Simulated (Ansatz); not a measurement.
# CH5Si (SMILES C[SiH2]): a chain of runs

We compute a series of 16 runs (UHF/STO-3G, UHF/3-21G, UHF/6-31G*, UB3LYP/6-31G*, UPBE/def2-SVP, UMP2/6-31G*) of CH5Si. 

The results are computed with Ansatz 0.2.0.

### 1 The system as given

CH5Si has 7 atoms, charge 0, and is taken as a doublet. As SMILES, `C[SiH2]`. The shape is that of a PBE0-D4/def2-TZVP optimisation. The run starts from this shape.

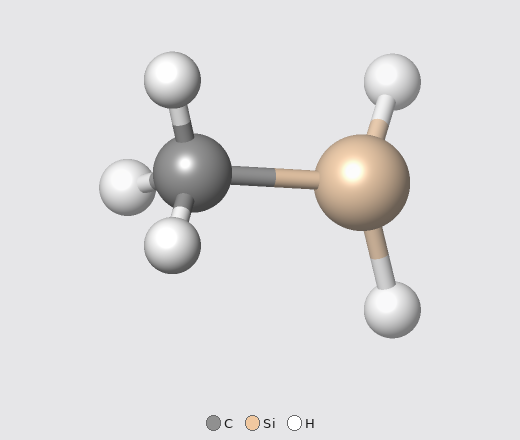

The structure, seen from a chosen angle (carbon grey, silicon light orange, hydrogen white).

### 2 A structure relaxation at UHF/STO-3G (start density atoms) (run 1)

Input file molecule.yaml:

```yaml
crystal:
  periodic: [false, false, false]
  atoms:
    - {symbol: C, position_ang: [-0.122600, -0.803200, 0.095200]}
    - {symbol: Si, position_ang: [0.176200, 1.034800, 0.314000]}
    - {symbol: H, position_ang: [-0.204800, -1.054900, -0.966600]}
    - {symbol: H, position_ang: [0.699200, -1.383300, 0.519500]}
    - {symbol: H, position_ang: [-1.047100, -1.107700, 0.589500]}
    - {symbol: H, position_ang: [-0.951500, 1.846400, -0.225700]}
    - {symbol: H, position_ang: [1.450600, 1.468000, -0.326000]}
basis:
  gaussian:
    orbitals: STO-3G
magnetization:
  spin_polarized: true
  initial_magnetization: 1
hamiltonian:
  xc: hf
relax:
  f_tol: 0.002
output:
  orbitals: {seedname: orbitals}
```

Launch:

```bash
$ ansatz run molecule.yaml --threads 1 --pin off --max-ram 3480MiB --events-out events.jsonl --progress --plain --runs-dir runs
```

Standard output:

```text
Warning: RAYON_NUM_THREADS=1 ignored (pool sized by the plan → 1); use --threads N
The last accepted step is kept in runs//last_step.txt (removed where the run ends without a failure and the disk answers)
[... 55 lines left out ...]
Total energy: -8867.42809093 eV, -325.8719717830 hartree
[... 7 lines left out ...]
Dipole moment:     0.014282     0.044905     0.175590 e Å
```

It took 1.8 s on 1 thread of Arm Neoverse V2, shared host.

Step by step:

| step | energy from the first frame kept (eV) | largest force (eV/Å) |
| --- | --- | --- |
| 1 | 0.0000 | 1.6720 |
| 2 | -0.0990 | 1.2135 |
| 3 | -0.1454 | 0.3038 |
| 4 | -0.1472 | 0.1260 |
| 5 | -0.1475 | 0.0232 |
| 6 | -0.1475 | 0.0021 |
| 7 | -0.1475 | 0.0008 |

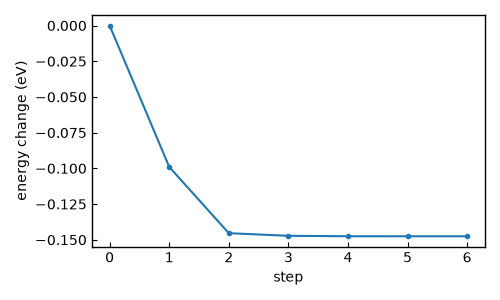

Energy along the run.

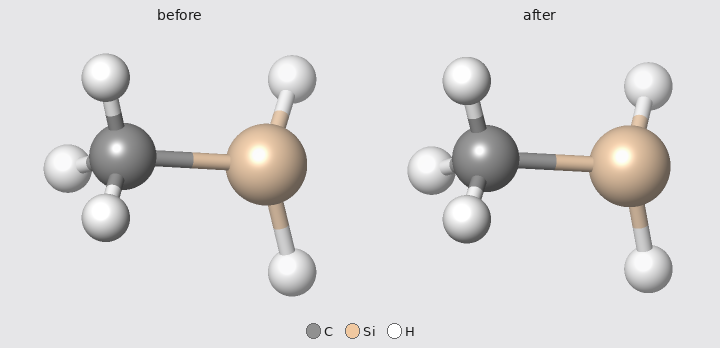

Before and after, at one scale.

After the run. Bond lengths: C1–Si2 1.869 Å, C1–H3 1.084 Å, C1–H4 1.083 Å, C1–H5 1.083 Å, Si2–H6 1.428 Å, Si2–H7 1.428 Å. Angles: C1–Si2–H6 108.8°, C1–Si2–H7 108.8°, Si2–C1–H3 111.3°, Si2–C1–H4 111.6°, Si2–C1–H5 111.6°, H6–Si2–H7 107.6°, H3–C1–H4 107.3°, H3–C1–H5 107.3°, H4–C1–H5 107.4°.

### 3 The harmonic vibrations at UHF/STO-3G (start density atoms) (run 2)

Input file molecule.yaml:

```yaml
crystal:
  periodic: [false, false, false]
  atoms:
    - symbol: C
      position_ang: [-0.117874, -0.773598, 0.097774]
    - symbol: Si
      position_ang: [0.180452, 1.054065, 0.350748]
    - symbol: H
      position_ang: [-0.199341, -1.018039, -0.954984]
    - symbol: H
      position_ang: [0.688890, -1.369450, 0.505565]
    - symbol: H
      position_ang: [-1.033504, -1.098052, 0.575845]
    - symbol: H
      position_ang: [-0.896421, 1.781728, -0.240885]
    - symbol: H
      position_ang: [1.377797, 1.423447, -0.334163]
basis:
  gaussian: {orbitals: STO-3G}
magnetization: {spin_polarized: true, initial_magnetization: 1}
hamiltonian: {xc: hf}
phonons: {temperatures: {t_min: 298.15, t_max: 298.15, t_step: 1}}
```

Launch:

```bash
$ ansatz run molecule.yaml --threads 1 --pin off --max-ram 3480MiB --events-out events.jsonl --progress --plain --runs-dir runs
```

Standard output:

```text
Warning: RAYON_NUM_THREADS=1 ignored (pool sized by the plan → 1); use --threads N
[... 232 lines left out ...]
Total energy: -8867.42811256 eV, -325.8719725779 hartree
[... 7 lines left out ...]
Dipole moment:     0.014281     0.044904     0.175591 e Å
Vibrations: 175.18 723.92 790.31 868.40 1105.78 1124.16 1223.15 1678.04 1856.72 1857.92 2831.60 2875.55 3556.33 3734.12 3744.73 cm⁻¹, zero-point energy 1.744824 eV
```

It took 5.4 s on 1 thread of Arm Neoverse V2, shared host.

Runs 3 to 7 aren't shown in full; the table further down has their settings and results.

### 4 The singlet cation: a geometry optimisation at UHF/3-21G (start density atoms) (run 8)

Input file molecule.yaml:

```yaml
crystal:
  periodic: [false, false, false]
  atoms:
    - {symbol: C, position_ang: [-0.126643, -0.827718, 0.090597]}
    - {symbol: Si, position_ang: [0.179567, 1.058831, 0.307616]}
    - {symbol: H, position_ang: [-0.209874, -1.086262, -0.960506]}
    - {symbol: H, position_ang: [0.691575, -1.395779, 0.518521]}
    - {symbol: H, position_ang: [-1.043463, -1.122183, 0.588619]}
    - {symbol: H, position_ang: [-0.949547, 1.876270, -0.222574]}
    - {symbol: H, position_ang: [1.458386, 1.496941, -0.322373]}
basis:
  gaussian: {orbitals: 3-21G.json}
total_charge: 1
magnetization: {spin_polarized: true, initial_magnetization: 0}
hamiltonian: {xc: hf}
relax: {}
```

The basis set 3-21G is read from a file made from the Basis Set Exchange's data (not shown).

Launch:

```bash
$ ansatz run molecule.yaml --threads 1 --pin off --max-ram 3480MiB --events-out events.jsonl --progress --plain --runs-dir runs
```

Standard output:

```text
Warning: RAYON_NUM_THREADS=1 ignored (pool sized by the plan → 1); use --threads N
[... 1 set-up line as earlier in the session ...]
[... 55 lines left out ...]
Total energy: -8916.08508124 eV, -327.6600831960 hartree
[... 7 lines left out ...]
Dipole moment:     0.046712     0.304586    -0.031669 e Å
```

Wall time 2 s (1 thread of Arm Neoverse V2, shared host).

The path in brief:

| step | energy from the first frame kept (eV) | largest force (eV/Å) |
| --- | --- | --- |
| 1 | 0.0000 | 4.0889 |
| 2 | -0.6715 | 1.4140 |
| 3 | -0.8260 | 0.7658 |
| 4 | -0.8669 | 0.0979 |
| 5 | -0.8677 | 0.0392 |
| 6 | -0.8680 | 0.0119 |
| 7 | -0.8680 | 0.0045 |

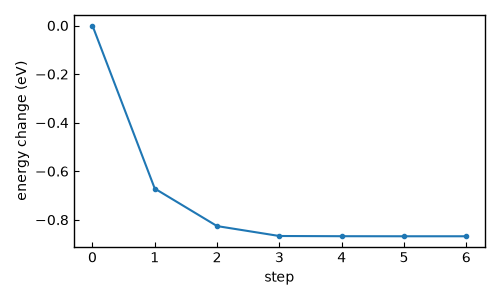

Energy along the run.

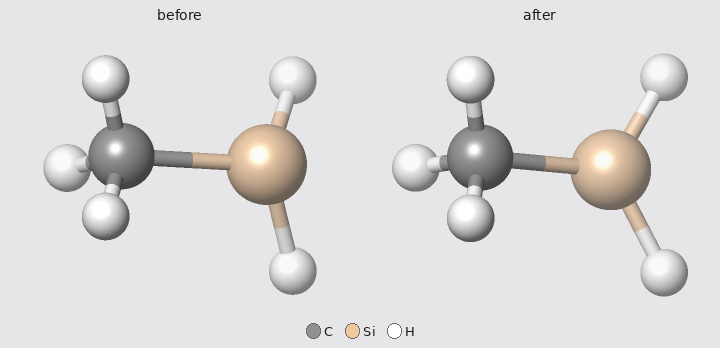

Before and after, at one scale.

After the run. Bond lengths: C1–Si2 1.867 Å, C1–H3 1.092 Å, C1–H4 1.085 Å, C1–H5 1.085 Å, Si2–H6 1.466 Å, Si2–H7 1.466 Å. Angles: C1–Si2–H6 121.6°, C1–Si2–H7 121.6°, Si2–C1–H3 109.6°, Si2–C1–H4 111.4°, Si2–C1–H5 111.4°, H6–Si2–H7 116.8°, H3–C1–H4 107.3°, H3–C1–H5 107.3°, H4–C1–H5 109.7°.

Runs 9 to 15 aren't shown in full; the table further down has their settings and results.

### 5 The harmonic vibrations at UMP2/6-31G(d) (Cartesian functions, start density atoms) (run 16)

Input file in.yaml:

```yaml
crystal:
  periodic: [false, false, false]
  atoms:
    - {symbol: C, position_ang: [-0.123317, -0.807268, 0.093354]}
    - {symbol: Si, position_ang: [0.177447, 1.044303, 0.312605]}
    - {symbol: H, position_ang: [-0.207182, -1.066803, -0.966546]}
    - {symbol: H, position_ang: [0.697888, -1.388333, 0.519428]}
    - {symbol: H, position_ang: [-1.046981, -1.113222, 0.590137]}
    - {symbol: H, position_ang: [-0.948998, 1.854759, -0.224946]}
    - {symbol: H, position_ang: [1.451144, 1.476663, -0.324132]}
basis:
  gaussian:
    orbitals: "6-31G*"
magnetization:
  spin_polarized: true
  initial_magnetization: 1
correlation:
  method: mp2
phonons:
  temperatures: {t_min: 298.15, t_max: 298.15, t_step: 1}
```

Launch:

```bash
$ ansatz run in.yaml --threads 1 --pin off --max-ram 3480MiB --events-out events.jsonl --progress --plain --runs-dir runs
```

Standard output:

```text
Warning: RAYON_NUM_THREADS=1 ignored (pool sized by the plan → 1); use --threads N
[... 26 lines left out ...]
6 core orbitals not correlated: weight in the atoms' cores, before any rotation towards them, 1.000 or more for the frozen orbitals, at most 0.000 for the correlated occupied ones
[... 101 lines left out ...]
6 core orbitals not correlated: weight in the atoms' cores, before any rotation towards them, 1.000 or more for the frozen orbitals, at most 0.000 for the correlated occupied ones
[... 100 lines left out ...]
6 core orbitals not correlated: weight in the atoms' cores, before any rotation towards them, 1.000 or more for the frozen orbitals, at most 0.000 for the correlated occupied ones
[... 99 lines left out ...]
Dipole moment:    -0.025813    -0.160249    -0.014003 e Å
[... 1 line left out ...]
Checks for a lower state left out: cluster_reference
```

Wall time 25 s (1 thread of Arm Neoverse V2, shared host); peak memory 0.096 GiB.

### 6 The series

| run | level | task | walk f tol | partner | energy (Eh) | dipole moment (D) | ⟨S²⟩ | wall time |
| --- | --- | --- | --- | --- | --- | --- | --- | --- |
| 1 | UHF/STO-3G (start density atoms) | optimise | 0.002 | base | -325.871972 | 0.87 | 0.752 | 1.8 s |
| 2 | UHF/STO-3G (start density atoms) | frequencies | – | base | -325.871973 | 0.87 | 0.752 | 5.4 s |
| 3 | UHF/STO-3G (start density atoms) | energy | – | cation | -325.653703 | – | – | 0.08 s |
| 4 | UHF/STO-3G (start density atoms) | optimise | – | cation | -325.701130 | – | – | 1.6 s |
| 5 | UHF/3-21G (start density atoms) | optimise | 0.002 | base | -327.917804 | 0.64 | 0.754 | 1.5 s |
| 6 | UHF/3-21G (start density atoms) | frequencies | – | base | -327.917804 | 0.64 | 0.754 | 6 s |
| 7 | UHF/3-21G (start density atoms) | energy | – | cation | -327.628192 | – | – | 0.12 s |
| 8 | UHF/3-21G (start density atoms) | optimise | – | cation | -327.660083 | – | – | 2 s |
| 9 | UHF/6-31G* (Cartesian functions, start density atoms) | optimise | 0.002 | base | -329.651814 | 0.69 | 0.753 | 2.7 s |
| 10 | UHF/6-31G* (Cartesian functions, start density atoms) | frequencies | – | base | -329.651814 | 0.69 | 0.753 | 14 s |
| 11 | UB3LYP/6-31G* (Cartesian functions, start density atoms) | optimise | 0.002 | base | -330.558697 | 0.88 | 0.751 | 11 s |
| 12 | UB3LYP/6-31G* (Cartesian functions, start density atoms) | frequencies | – | base | -330.558697 | 0.88 | 0.751 | 42 s |
| 13 | UPBE/def2-SVP (start density atoms) | optimise | 0.002 | base | -330.214234 | 0.91 | 0.752 | 9 s |
| 14 | UPBE/def2-SVP (start density atoms) | frequencies | – | base | -330.214234 | 0.91 | 0.752 | 38 s |
| 15 | UMP2/6-31G* (Cartesian functions, start density atoms) | optimise | 0.002 | base | -329.851339 | 0.78 | 0.753 | 4.2 s |
| 16 | UMP2/6-31G* (Cartesian functions, start density atoms) | frequencies | – | base | -329.851339 | 0.78 | 0.753 | 25 s |

### 7 Results

| quantity | value |
| --- | --- |
| run 16, UMP2/6-31G*: total energy | -329.85134 Eh |
| run 16, UMP2/6-31G*: dipole moment (correlated density) | 0.78 D |
| run 16, UMP2/6-31G*: correlation energy (6 core orbitals frozen) | -199.7 mEh |
| run 16, UMP2/6-31G*: ⟨S²⟩ of the reference determinant | 0.753 |
| run 16, UMP2/6-31G*: largest force on an atom | 0.000 eV/Å |
| run 16, UMP2/6-31G*: lowest harmonic wavenumber | 188 cm⁻¹ |
| run 16, UMP2/6-31G*: highest harmonic wavenumber | 3215 cm⁻¹ |
| run 16, UMP2/6-31G*: zero-point energy | 139.8 kJ/mol |
| vertical ionisation energy (to the singlet cation), UHF/STO-3G | 5.939 eV |
| vertical ionisation energy (to the singlet cation), UHF/3-21G | 7.881 eV |
| adiabatic ionisation energy (to the singlet cation, no zero-point term), UHF/STO-3G | 4.649 eV |
| adiabatic ionisation energy (to the singlet cation, no zero-point term), UHF/3-21G | 7.013 eV |

In words: At UHF/STO-3G: the vertical ionisation energy comes to 5.94 eV (137 kcal/mol). Only the singlet of the ionised species was computed; a triplet could lie lower. In a minimal basis such a difference can be off by several eV, whatever the method. At UHF/3-21G: removing an electron at fixed nuclei costs 7.88 eV (760 kJ/mol). At UHF/STO-3G: the adiabatic ionisation energy (to the singlet cation, no zero-point term) is 4.65 eV (107 kcal/mol). At UHF/3-21G: the adiabatic ionisation energy (to the singlet cation, no zero-point term) is 7.01 eV (162 kcal/mol). Totals of different functionals can't be ranked against each other. In runs 1, 2, 3, 4 the basis is minimal, so the values are rough. All runs together took 2.7 min, the longest 42 s.
